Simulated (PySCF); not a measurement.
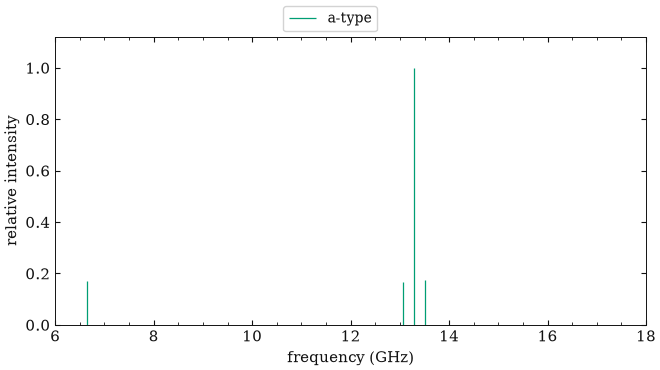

CH₂S₂ (trans-dithioformic acid), SMILES S=CS. Simulated rotational absorption lines between 6 and 18 GHz at 1.5 K: rigid rotor with the equilibrium constants and dipole of one optimised conformer (PBE0-D3(BJ)/def2-SVP, PySCF 2.14.0), commonest isotopes; no centrifugal distortion, hyperfine structure, internal rotation or nuclear-spin weights; lines within 1 MHz of each other are summed. Lines of different type are drawn apart.

Q: What are the rotational constants, and what kind of rotor is it?

A: Rotational constants A, B, C = 49.83, 3.432, 3.211 GHz; Ray's κ = −0.99, a near-prolate asymmetric top.

Q: Assign the strongest lines, as J(Ka,Kc).

A:
| GHz | upper | lower | type | relative intensity |
| --- | --- | --- | --- | --- |
| 13.28 | 2(0,2) | 1(0,1) | a | 1.00 |
| 13.51 | 2(1,1) | 1(1,0) | a | 0.17 |
| 6.64 | 1(0,1) | 0(0,0) | a | 0.17 |
| 13.06 | 2(1,2) | 1(1,1) | a | 0.16 |

Caveats: coarse grid, loose stop and no frequency check, small forces are noise and the end may be a saddle.
